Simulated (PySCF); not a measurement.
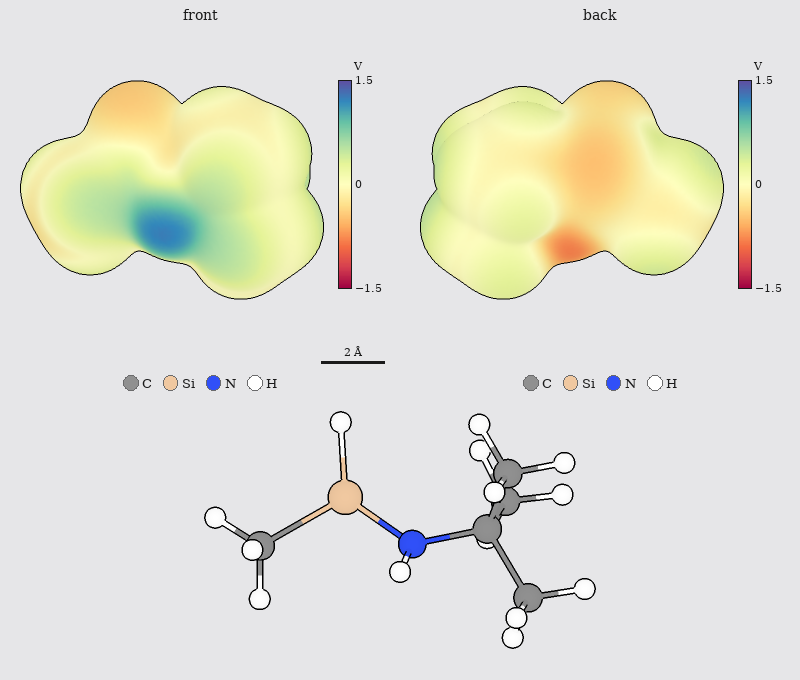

Figure. C5H14NSi (doublet). The electrostatic potential painted on the density surface at 0.001 e/bohr³, seen from the front and from behind; red is negative and blue positive. The bare structure is drawn below in the same view.

Geometry: GFN2-xTB.

Method: UKS B3LYP, pcH-1 on C H N Si, non-relativistic, mean-field spin-orbit, GIAO (PySCF).

```yaml
atoms:
  - { symbol: C, position_ang: [3.3714, -0.2773, 0.0444] }
  - { symbol: Si, position_ang: [1.7670, 0.2346, 0.9113] }
  - { symbol: N, position_ang: [0.4837, -0.1986, -0.1430] }
  - { symbol: C, position_ang: [-0.9341, -0.0506, 0.1064] }
  - { symbol: C, position_ang: [-1.6881, -1.0688, -0.7580] }
  - { symbol: C, position_ang: [-1.3974, 1.3695, -0.2508] }
  - { symbol: C, position_ang: [-1.2193, -0.3245, 1.5810] }
  - { symbol: H, position_ang: [3.4676, 0.2129, -0.9233] }
  - { symbol: H, position_ang: [3.4232, -1.3483, -0.1227] }
  - { symbol: H, position_ang: [4.2299, 0.0080, 0.6426] }
  - { symbol: H, position_ang: [1.8028, 1.6585, 1.2946] }
  - { symbol: H, position_ang: [0.6837, -0.2142, -1.1354] }
  - { symbol: H, position_ang: [-1.3468, -2.0751, -0.5272] }
  - { symbol: H, position_ang: [-1.5115, -0.8779, -1.8152] }
  - { symbol: H, position_ang: [-2.7576, -1.0108, -0.5727] }
  - { symbol: H, position_ang: [-0.8695, 2.0946, 0.3637] }
  - { symbol: H, position_ang: [-1.1878, 1.5847, -1.2969] }
  - { symbol: H, position_ang: [-2.4657, 1.4788, -0.0820] }
  - { symbol: H, position_ang: [-2.2910, -0.3160, 1.7633] }
  - { symbol: H, position_ang: [-0.7499, 0.4322, 2.2033] }
  - { symbol: H, position_ang: [-0.8196, -1.2949, 1.8614] }
```

> Which sites attract a positive test charge, and which a negative one?

A positive charge is drawn to the negative regions and a negative charge to the positive ones. The most negative region (about −0.8 V) lies over Si2 and N3, the most positive (about +1.2 V) over H12.
